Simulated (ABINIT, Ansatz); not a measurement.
## KBe (Pm-3m): from the cell to the phonon bands

Aim: the phonon dispersion of KBe (Pm-3m), checked by a second program.

Calculated with ABINIT 10.8.3; DFT PBEsol, scalar-relativistic, plane waves, PseudoDojo norm-conserving pseudopotentials.

The structure was built from a prototype and need not be the compound's stable phase.

### Step 1. The structure

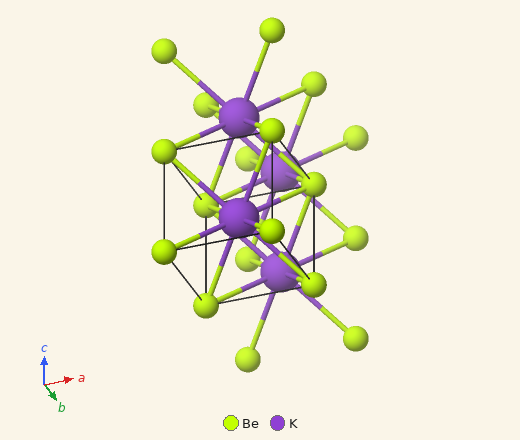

The cell as given, from a free direction (beryllium green, potassium purple). 1×2×2 cells are drawn. Some periodic images of atoms are drawn too.

### Step 2. A first look

A first run with smearing and empty bands tells whether the crystal has a gap, which decides between fixed occupations and smearing later on.

probe.abi

```
# ground state
tolvrs 1.0d-08
prtden 1
prtwf 1

# basis, mesh and filling
ecut 38.0
ngkpt 4 4 4
nshiftk 1
shiftk 0.0 0.0 0.0
istwfk *1
occopt 7
tsmear 0.005
nband 12
nstep 100
diemac 9.0
prtebands 0
prtgsr 0
useylm 1

# cell and atoms
acell 8.004546478 8.004546478 8.004546478
rprim 
    1.0 0.0 0.0
    0.0 1.0 0.0
    0.0 0.0 1.0
ntypat 2
znucl 4 19
natom 2
typat 1 2
xred 
    0.0 0.0 0.0
    0.5 0.5 0.5
pp_dirpath "./pseudo"
pseudos "Be.upf, K.upf"
```

Launch:

```bash
> OMP_NUM_THREADS=1 mpirun -n 4 abinit probe.abi > probe.log
```

Numbers of over 12 decimals in the logs are rounded to 6 here.

probe.abo, the main output file:

```text
[banners, grids, parts of the stress and lines that vanish by symmetry left out]
- input  file    -> probe.abi
- output file    -> probe.abo
- root for input  files -> probei
[...]
Symmetries : space group Pm -3 m (#221); Bravais cP (primitive cubic)
[...]
mpw =        5832          nfft =      110592          nkpt =          10
[...]
== DATASET  1 ==================================================================
[...]
cutoff_energies: {ecut:  38.0, pawecutdg:  -1.0, }
[...]
ETOT  1  -43.773832954363    -4.377E+01 3.926E-02 4.224E+00
 ETOT  2  -43.789618262144    -1.579E-02 1.821E-03 8.362E-02
 ETOT  3  -43.789622739537    -4.477E-06 1.132E-03 2.811E-03
 ETOT  4  -43.789622949087    -2.096E-07 1.429E-03 2.154E-04
 ETOT  5  -43.789622972142    -2.305E-08 5.814E-04 2.505E-05
 ETOT  6  -43.789622973210    -1.068E-09 4.890E-04 2.481E-07
 ETOT  7  -43.789622973222    -1.161E-11 1.468E-04 2.846E-09
 At SCF step    7       vres2   =  2.85E-09 < tolvrs=  1.00E-08 =>converged.
[...]
sigma(1 1)=  7.32586696E-05  sigma(3 2)=  0.00000000E+00
  sigma(2 2)=  7.32586696E-05  sigma(3 1)=  0.00000000E+00
  sigma(3 3)=  7.32586696E-05  sigma(2 1)=  0.00000000E+00
[...]
convergence: {deltae: -1.161E-11, res2:  2.846E-09, residm:  1.468E-04, diffor: null, }
etotal    :  -4.37896230E+01
[...]
sigma(1 1)=  7.32586696E-05  sigma(3 2)=  0.00000000E+00
  sigma(2 2)=  7.32586696E-05  sigma(3 1)=  0.00000000E+00
  sigma(3 3)=  7.32586696E-05  sigma(2 1)=  0.00000000E+00
[...]
- sigma(1 1)=  2.15534447E+00  sigma(3 2)=  0.00000000E+00
- sigma(2 2)=  2.15534447E+00  sigma(3 1)=  0.00000000E+00
- sigma(3 3)=  2.15534447E+00  sigma(2 1)=  0.00000000E+00
[...]
fcart     -0.0000000000E+00 -0.0000000000E+00 -0.0000000000E+00
           strten      7.3258669556E-05  7.3258669556E-05  7.3258669556E-05
================================================================================

[key lines of the parts left out:]
pressure_GPa:  -2.1553E+00
```

Elapsed: 5 s, on 4 MPI ranks of Arm Neoverse V2, shared host; 20 s of CPU time.

This step gave:

```yaml
volume_per_atom: 38.00 Å³
pressure: -2.155 GPa
gap_on_the_k_mesh: 0 eV
```

No gap opens on this mesh, so smearing is kept; the printed pressure holds the stress of the finite basis too.

### Step 3. Rough relaxation

The typed start is rough, so a first relaxation with smearing and loose thresholds takes it towards rest cheaply.

prerelax.abi

```
# relaxation
ionmov 2
optcell 2
dilatmx 1.15
chkdilatmx 0
ntime 40
tolmxf 3.0d-04
tolvrs 1.0d-10
prtwf 0
prtden 0
chksymtnons 0

# basis, mesh and filling
ecut 38.0
ecutsm 3.0
ngkpt 4 4 4
nshiftk 1
shiftk 0.0 0.0 0.0
istwfk *1
occopt 7
tsmear 0.005
nband 12
nstep 100
diemac 1000000.0
prtebands 0
prtgsr 0
useylm 1

# cell and atoms
acell 8.004546478 8.004546478 8.004546478
rprim 
    1.0 0.0 0.0
    0.0 1.0 0.0
    0.0 0.0 1.0
ntypat 2
znucl 4 19
natom 2
typat 1 2
xred 
    0.0 0.0 0.0
    0.5 0.5 0.5
pp_dirpath "./pseudo"
pseudos "Be.upf, K.upf"
```

Launch:

```bash
> OMP_NUM_THREADS=1 mpirun -n 4 abinit prerelax.abi > prerelax.log
```

prerelax.abo, the main output file:

```text
[banners, grids, parts of the stress and lines that vanish by symmetry left out]
- input  file    -> prerelax.abi
- output file    -> prerelax.abo
- root for input  files -> prerelaxi
[...]
Symmetries : space group Pm -3 m (#221); Bravais cP (primitive cubic)
[...]
mpw =        8772          nfft =      157464          nkpt =          10
[...]
== DATASET  1 ==================================================================
[...]
cutoff_energies: {ecut:  38.0, pawecutdg:  -1.0, }
[...]
ETOT  1  -43.771204620135    -4.377E+01 3.742E-02 5.381E+00
 ETOT  2  -43.789322428499    -1.812E-02 2.685E-03 4.094E-01
 ETOT  3  -43.789345380612    -2.295E-05 6.155E-04 1.018E-02
 ETOT  4  -43.789346762738    -1.382E-06 1.796E-04 5.649E-04
 ETOT  5  -43.789346783932    -2.119E-08 1.041E-04 9.122E-06
[...]
At SCF step    9       vres2   =  3.15E-12 < tolvrs=  1.00E-10 =>converged.
[...]
ETOT  8  -43.793770784573     7.603E-13 1.997E-06 9.497E-11
 At SCF step    8       vres2   =  9.50E-11 < tolvrs=  1.00E-10 =>converged.
[...]
sigma(1 1)=  1.00459802E-07  sigma(3 2)=  0.00000000E+00
  sigma(2 2)=  1.00459802E-07  sigma(3 1)=  0.00000000E+00
  sigma(3 3)=  1.00459802E-07  sigma(2 1)=  0.00000000E+00
[...]
convergence: {deltae:  7.603E-13, res2:  9.497E-11, residm:  1.997E-06, diffor: null, }
etotal    :  -4.37937708E+01
[...]
At Broyd/MD step   5, gradients are converged :
[...]
sigma(1 1)=  1.00459802E-07  sigma(3 2)=  0.00000000E+00
  sigma(2 2)=  1.00459802E-07  sigma(3 1)=  0.00000000E+00
  sigma(3 3)=  1.00459802E-07  sigma(2 1)=  0.00000000E+00
[...]
- sigma(1 1)=  2.95562941E-03  sigma(3 2)=  0.00000000E+00
- sigma(2 2)=  2.95562941E-03  sigma(3 1)=  0.00000000E+00
- sigma(3 3)=  2.95562941E-03  sigma(2 1)=  0.00000000E+00
[...]
fcart     -0.0000000000E+00 -0.0000000000E+00 -0.0000000000E+00
           strten      1.0045980179E-07  1.0045980179E-07  1.0045980178E-07
================================================================================

[key lines of the parts left out:]
pressure_GPa:  -2.9556E-03
Total energy (etotal) [Ha]= -4.37937707845730E+01
```

Wall time 36 s (4 MPI ranks); 2.4 min of CPU time.

Relaxation path:

```tsv
step	energy less that of the first step (eV)	largest force (eV/Å)	volume (Å³)
1	0.0000	0.0000	76.00
2	-0.0055	0.0000	75.55
3	-0.1034	0.0000	54.95
4	-0.1197	0.0000	60.78
5	-0.1204	0.0000	59.74
```

```tsv
conventional cell, symmetrised	before	after	change
a (Å)	4.236	3.909	-7.7 %
b (Å)	4.236	3.909	-7.7 %
c (Å)	4.236	3.909	-7.7 %
volume (Å³/atom)	38.00	29.87	-21.4 %
```

Final coordinates:

```cif
data_structure
_symmetry_space_group_name_H-M 'P 1'
_symmetry_Int_Tables_number 1
_cell_length_a 3.9093
_cell_length_b 3.9093
_cell_length_c 3.9093
_cell_angle_alpha 90.000
_cell_angle_beta 90.000
_cell_angle_gamma 90.000
_cell_volume 59.74
loop_
_atom_site_label
_atom_site_type_symbol
_atom_site_fract_x
_atom_site_fract_y
_atom_site_fract_z
_atom_site_occupancy
Be1 Be 0.00000 0.00000 0.00000 1
K2 K 0.50000 0.50000 0.50000 1
```

This step gave:

* volume per atom: 29.87 Å³
* pressure: -0.002956 GPa

The volume changes by -21.4 % in this run and stands -21.4 % from the first cell.

### Step 4. Rough relaxation

The cell changed much, so the rough relaxation is repeated on a basis made for the new cell.

prerelax.abi, as its differences from that of step 3:

```diff
@@ -29,3 +29,3 @@
 # cell and atoms
-acell 8.004546478 8.004546478 8.004546478
+acell 7.387443458 7.387443458 7.387443458
 rprim
```

prerelax.abo, the main output file:

```text
[banners, grids, parts of the stress and lines that vanish by symmetry left out]
- input  file    -> prerelax.abi
- output file    -> prerelax.abo
- root for input  files -> prerelaxi
[...]
Symmetries : space group Pm -3 m (#221); Bravais cP (primitive cubic)
[...]
mpw =        6886          nfft =      110592          nkpt =          10
[...]
== DATASET  1 ==================================================================
[...]
cutoff_energies: {ecut:  38.0, pawecutdg:  -1.0, }
[...]
ETOT  1  -43.779406141750    -4.378E+01 4.272E-02 5.774E+00
 ETOT  2  -43.793750244297    -1.434E-02 3.251E-03 3.956E-01
 ETOT  3  -43.793770185055    -1.994E-05 3.849E-04 1.480E-02
 ETOT  4  -43.793770855857    -6.708E-07 4.611E-04 5.383E-04
 ETOT  5  -43.793770874402    -1.855E-08 1.799E-04 1.741E-05
 ETOT  6  -43.793770875137    -7.349E-10 1.852E-04 2.432E-07
 ETOT  7  -43.793770875153    -1.614E-11 9.857E-05 2.275E-08
 ETOT  8  -43.793770875154    -1.236E-12 1.942E-04 7.518E-11
 At SCF step    8       vres2   =  7.52E-11 < tolvrs=  1.00E-10 =>converged.
[...]
sigma(1 1)=  8.68208197E-08  sigma(3 2)=  0.00000000E+00
  sigma(2 2)=  8.68208197E-08  sigma(3 1)=  0.00000000E+00
  sigma(3 3)=  8.68208197E-08  sigma(2 1)=  0.00000000E+00
[...]
convergence: {deltae: -1.236E-12, res2:  7.518E-11, residm:  1.942E-04, diffor: null, }
etotal    :  -4.37937709E+01
[...]
At Broyd/MD step   1, gradients are converged :
[...]
sigma(1 1)=  8.68208197E-08  sigma(3 2)=  0.00000000E+00
  sigma(2 2)=  8.68208197E-08  sigma(3 1)=  0.00000000E+00
  sigma(3 3)=  8.68208197E-08  sigma(2 1)=  0.00000000E+00
[...]
- sigma(1 1)=  2.55435670E-03  sigma(3 2)=  0.00000000E+00
- sigma(2 2)=  2.55435670E-03  sigma(3 1)=  0.00000000E+00
- sigma(3 3)=  2.55435670E-03  sigma(2 1)=  0.00000000E+00
[...]
fcart     -0.0000000000E+00 -0.0000000000E+00 -0.0000000000E+00
           strten      8.6820819677E-08  8.6820819678E-08  8.6820819678E-08
================================================================================

[key lines of the parts left out:]
pressure_GPa:  -2.5544E-03
Total energy (etotal) [Ha]= -4.37937708751542E+01
```

Wall time 5.6 s (4 MPI ranks).

Little changed from the start: no atom moved by 0.005 Å and no cell edge by 0.1 %.

Numbers from this step:

```yaml
pressure: -0.002554 GPa
```

The volume changes by +0.0 % in this run and stands -21.4 % from the first cell.

### Step 5. Relaxing the cell and atoms

The harmonic expansion needs vanishing forces, and a free crystal bears no stress, so cell and atoms are brought to rest. Stress is more sensitive to the basis than forces are: the last 3 Ha under the cutoff are smoothed with ecutsm, and the cutoff is raised above that of the later runs.

relax.abi

```
# relaxation
ionmov 2
optcell 2
dilatmx 1.08
ntime 40
tolmxf 1.0d-05
tolvrs 1.0d-14
prtwf 0
prtden 0
chksymtnons 0

# basis, mesh and filling
ecut 47.0
ecutsm 3.0
ngkpt 8 8 8
nshiftk 1
shiftk 0.0 0.0 0.0
istwfk *1
occopt 3
tsmear 0.01
nband 12
nstep 100
diemac 1000000.0
prtebands 0
prtgsr 0
useylm 1

# cell and atoms
acell 7.387443458 7.387443458 7.387443458
rprim 
    1.0 0.0 0.0
    0.0 1.0 0.0
    0.0 0.0 1.0
ntypat 2
znucl 4 19
natom 2
typat 1 2
xred 
    0.0 0.0 0.0
    0.5 0.5 0.5
pp_dirpath "./pseudo"
pseudos "Be.upf, K.upf"
```

Launch:

```bash
> OMP_NUM_THREADS=1 mpirun -n 4 abinit relax.abi > relax.log
```

relax.abo, the main output file:

```text
[banners, grids, parts of the stress and lines that vanish by symmetry left out]
- input  file    -> relax.abi
- output file    -> relax.abo
- root for input  files -> relaxi
[...]
Symmetries : space group Pm -3 m (#221); Bravais cP (primitive cubic)
[...]
mpw =        7861          nfft =      125000          nkpt =          35
[...]
== DATASET  1 ==================================================================
[...]
cutoff_energies: {ecut:  47.0, pawecutdg:  -1.0, }
[...]
ETOT  1  -43.779056014533    -4.378E+01 5.154E-02 8.102E+00
 ETOT  2  -43.797606418632    -1.855E-02 1.463E-02 2.773E-01
 ETOT  3  -43.797618978112    -1.256E-05 2.660E-03 5.445E-03
 ETOT  4  -43.797619229618    -2.515E-07 2.994E-03 1.186E-04
 ETOT  5  -43.797619234955    -5.337E-09 2.772E-03 5.112E-06
[...]
At SCF step   10       vres2   =  7.28E-15 < tolvrs=  1.00E-14 =>converged.
[...]
sigma(1 1)= -1.12257862E-05  sigma(3 2)=  0.00000000E+00
  sigma(2 2)= -1.12257862E-05  sigma(3 1)=  0.00000000E+00
  sigma(3 3)= -1.12257862E-05  sigma(2 1)=  0.00000000E+00
[...]
convergence: {deltae: -8.242E-13, res2:  7.276E-15, residm:  1.255E-04, diffor: null, }
etotal    :  -4.37976192E+01
[...]
ETOT  1  -43.797620894673    -4.380E+01 7.879E-05 4.596E-02
[...]
At SCF step    9       vres2   =  9.74E-15 < tolvrs=  1.00E-14 =>converged.
[...]
sigma(1 1)= -1.07673045E-05  sigma(3 2)=  0.00000000E+00
  sigma(2 2)= -1.07673045E-05  sigma(3 1)=  0.00000000E+00
  sigma(3 3)= -1.07673045E-05  sigma(2 1)=  0.00000000E+00
[...]
convergence: {deltae:  9.024E-13, res2:  9.744E-15, residm:  3.400E-05, diffor: null, }
etotal    :  -4.37976237E+01
[...]
ETOT  1  -43.795981036981    -4.380E+01 5.496E-04 2.711E+01
[...]
At SCF step   11       vres2   =  5.25E-16 < tolvrs=  1.00E-14 =>converged.
[...]
sigma(1 1)= -3.00746938E-07  sigma(3 2)=  0.00000000E+00
  sigma(2 2)= -3.00746938E-07  sigma(3 1)=  0.00000000E+00
  sigma(3 3)= -3.00746938E-07  sigma(2 1)=  0.00000000E+00
[...]
convergence: {deltae: -3.247E-12, res2:  5.254E-16, residm:  1.231E-05, diffor: null, }
etotal    :  -4.37976774E+01
[...]
ETOT  1  -43.797676077403    -4.380E+01 1.417E-05 2.281E-02
[...]
ETOT  8  -43.797677488898     2.558E-13 6.770E-06 2.122E-13
 ETOT  9  -43.797677488898     4.974E-13 1.326E-05 5.977E-15
 At SCF step    9       vres2   =  5.98E-15 < tolvrs=  1.00E-14 =>converged.
[...]
sigma(1 1)= -8.60046845E-09  sigma(3 2)=  0.00000000E+00
  sigma(2 2)= -8.60046845E-09  sigma(3 1)=  0.00000000E+00
  sigma(3 3)= -8.60046845E-09  sigma(2 1)=  0.00000000E+00
[...]
convergence: {deltae:  4.974E-13, res2:  5.977E-15, residm:  1.326E-05, diffor: null, }
etotal    :  -4.37976775E+01
[...]
At Broyd/MD step   4, gradients are converged :
[...]
sigma(1 1)= -8.60046845E-09  sigma(3 2)=  0.00000000E+00
  sigma(2 2)= -8.60046845E-09  sigma(3 1)=  0.00000000E+00
  sigma(3 3)= -8.60046845E-09  sigma(2 1)=  0.00000000E+00
[...]
- sigma(1 1)= -2.53034518E-04  sigma(3 2)=  0.00000000E+00
- sigma(2 2)= -2.53034518E-04  sigma(3 1)=  0.00000000E+00
- sigma(3 3)= -2.53034518E-04  sigma(2 1)=  0.00000000E+00
[...]
fcart     -0.0000000000E+00 -0.0000000000E+00 -0.0000000000E+00
           strten     -8.6004684549E-09 -8.6004684549E-09 -8.6004684548E-09
================================================================================

[key lines of the parts left out:]
pressure_GPa:   2.5303E-04
Total energy (etotal) [Ha]= -4.37976774888976E+01
```

It took 70 s on 4 MPI ranks; 4.7 min of CPU time.

Step by step:

```tsv
step	energy less that of the first step (eV)	largest force (eV/Å)	volume (Å³)
1	0.0000	0.0000	59.74
2	-0.0001	0.0000	59.80
3	-0.0016	0.0000	61.27
4	-0.0016	0.0000	61.31
```

```tsv
conventional cell, symmetrised	before	after	change
a (Å)	3.909	3.943	+0.9 %
b (Å)	3.909	3.943	+0.9 %
c (Å)	3.909	3.943	+0.9 %
volume (Å³/atom)	29.87	30.66	+2.6 %
```

The relaxed structure:

```xyz
2
Lattice="3.9432 0.0000 0.0000 0.0000 3.9432 0.0000 0.0000 0.0000 3.9432" Properties=species:S:1:pos:R:3 pbc="T T T"
Be    0.0000    0.0000    0.0000
K     1.9716    1.9716    1.9716
```

This step gave:

| Property | Result |
| --- | --- |
| volume per atom | 30.66 Å³ |
| pressure | 2.53e-4 GPa |

The volume changes by +2.6 % in this run and stands -19.3 % from the first cell.

### Step 6. Self-consistent run for the response

The response is built on these wavefunctions, so the potential is converged far more tightly than an energy would need. Smearing stays on, as the first look found no gap above 0.3 eV.

gs.abi

```
# ground state
tolvrs 1.0d-16
prtden 1
prtwf 1

# basis, mesh and filling
ecut 38.0
ngkpt 8 8 8
nshiftk 1
shiftk 0.0 0.0 0.0
istwfk *1
occopt 3
tsmear 0.01
nband 12
nstep 100
diemac 1000000.0
prtebands 0
prtgsr 0
useylm 1

# cell and atoms
acell 7.451604681 7.451604681 7.451604681
rprim 
    1.0 0.0 0.0
    0.0 1.0 0.0
    0.0 0.0 1.0
ntypat 2
znucl 4 19
natom 2
typat 1 2
xred 
    0.0 0.0 0.0
    0.5 0.5 0.5
pp_dirpath "./pseudo"
pseudos "Be.upf, K.upf"
```

Launch:

```bash
> OMP_NUM_THREADS=1 mpirun -n 4 abinit gs.abi > gs.log
```

gs.abo, the main output file:

```text
[banners, grids, parts of the stress and lines that vanish by symmetry left out]
- input  file    -> gs.abi
- output file    -> gs.abo
- root for input  files -> gsi
[...]
Symmetries : space group Pm -3 m (#221); Bravais cP (primitive cubic)
[...]
mpw =        4680          nfft =       91125          nkpt =          35
[...]
== DATASET  1 ==================================================================
[...]
cutoff_energies: {ecut:  38.0, pawecutdg:  -1.0, }
[...]
ETOT  1  -43.781032175302    -4.378E+01 4.490E-02 5.380E+00
 ETOT  2  -43.797399751647    -1.637E-02 5.243E-03 2.192E-01
 ETOT  3  -43.797413575407    -1.382E-05 2.200E-03 3.325E-03
 ETOT  4  -43.797413888318    -3.129E-07 1.330E-03 3.741E-04
 ETOT  5  -43.797413922226    -3.391E-08 4.548E-04 9.369E-06
[...]
ETOT 11  -43.797413922982     4.974E-14 1.061E-04 4.008E-16
 ETOT 12  -43.797413922983    -4.547E-13 6.896E-05 3.094E-18
 At SCF step   12       vres2   =  3.09E-18 < tolvrs=  1.00E-16 =>converged.
[...]
sigma(1 1)=  8.53231737E-06  sigma(3 2)=  0.00000000E+00
  sigma(2 2)=  8.53231737E-06  sigma(3 1)=  0.00000000E+00
  sigma(3 3)=  8.53231737E-06  sigma(2 1)=  0.00000000E+00
[...]
convergence: {deltae: -4.547E-13, res2:  3.094E-18, residm:  6.896E-05, diffor: null, }
etotal    :  -4.37974139E+01
[...]
sigma(1 1)=  8.53231737E-06  sigma(3 2)=  0.00000000E+00
  sigma(2 2)=  8.53231737E-06  sigma(3 1)=  0.00000000E+00
  sigma(3 3)=  8.53231737E-06  sigma(2 1)=  0.00000000E+00
[...]
- sigma(1 1)=  2.51029444E-01  sigma(3 2)=  0.00000000E+00
- sigma(2 2)=  2.51029444E-01  sigma(3 1)=  0.00000000E+00
- sigma(3 3)=  2.51029444E-01  sigma(2 1)=  0.00000000E+00
[...]
fcart     -0.0000000000E+00 -0.0000000000E+00 -0.0000000000E+00
           strten      8.5323173749E-06  8.5323173749E-06  8.5323173749E-06
================================================================================

[key lines of the parts left out:]
pressure_GPa:  -2.5103E-01
```

Run time: 17 s. Hardware: 4 MPI ranks.

Read from the output:

```
pressure : -0.2510 GPa
```

The cell stands at -0.25 GPa: the relaxation ran with a smoothed and higher cutoff, and the difference is a stress of the finite basis.

[end of part 1 of 4]

[Host names and launcher messages were left out of these logs when they were recorded.]

[Logs are printed without paths, hosts, clocks, repeated set-up lines and the standing remarks that a program may print on its own settings, such as how far it seeks lower states.]

[Hosts, paths, dates, database ids (printed as entryN), source tags and the programs' standing remarks are cut or masked in the printed files.]
